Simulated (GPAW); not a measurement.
Band structure of MgCu4Sn (F-43m, 6 atoms in the cell).

```yaml
crystal:
  lattice:
    - [0.00000, 3.45038, 3.45038]
    - [3.45038, 0.00000, 3.45038]
    - [3.45038, 3.45038, 0.00000]
  atoms:
    - { symbol: Mg, position: [0.75000, 0.75000, 0.75000] }
    - { symbol: Cu, position: [0.87350, 0.37550, 0.37550] }
    - { symbol: Cu, position: [0.37550, 0.37550, 0.87350] }
    - { symbol: Cu, position: [0.37550, 0.87350, 0.37550] }
    - { symbol: Cu, position: [0.37550, 0.37550, 0.37550] }
    - { symbol: Sn, position: [0.00000, 0.00000, 0.00000] }
```

Computed with PBEsol, GPAW PAW datasets PBEsol (made by gpaw-setup) (plane waves; GPAW).

Settings: mode = pw; ecut = 850 eV; xc = PBEsol; kpts = 9 9 9; mesh shift (steps) = 0 0 0; occupations.name = fermi-dirac; occupations.width = 0.1 eV; nbands = -10; convergence.density = 1e-05 e/electron; symmetry.symmorphic = false; symmetry.tolerance = 0.0005; maxiter = 150; bandpath_npoints = 40.

The starting cell comes from a database of computed structures (which also holds hypothetical and non-ambient phases and stackings), without a prior relaxation at this level. Its lattice was rescaled by a random factor within 2.5 % of one. Spin polarisation is off.

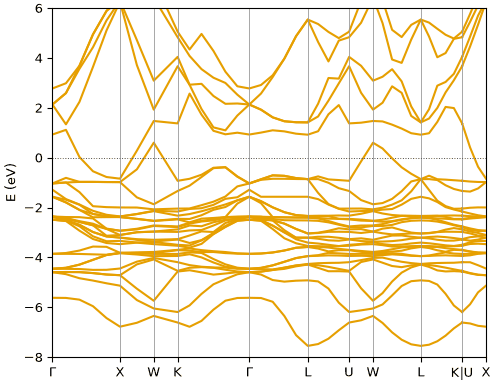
Figure. Bands along the path, energies from the Fermi level.

Levels in eV from the Fermi level, bands 31 to 38:
```
point     31     32     33     34     35    36    37    38
-----  -----  -----  -----  -----  -----  ----  ----  ----
Γ      -1.29  -1.03  -1.03  -1.03   0.93  2.13  2.13  2.13
X      -2.36  -2.00  -0.98  -0.98  -0.84  6.26  6.30  6.30
W      -2.13  -2.07  -1.87   0.60   1.47  1.93  3.09  6.41
K      -2.16  -2.04  -1.34  -0.93   1.37  3.67  4.04  4.83
L      -1.57  -0.86  -0.86  -0.86   0.92  1.41  1.41  5.54
U      -2.16  -2.04  -1.34  -0.93   1.37  3.67  4.04  4.83
```

Bands cross the Fermi level along this path, so the cell is metallic at this level.
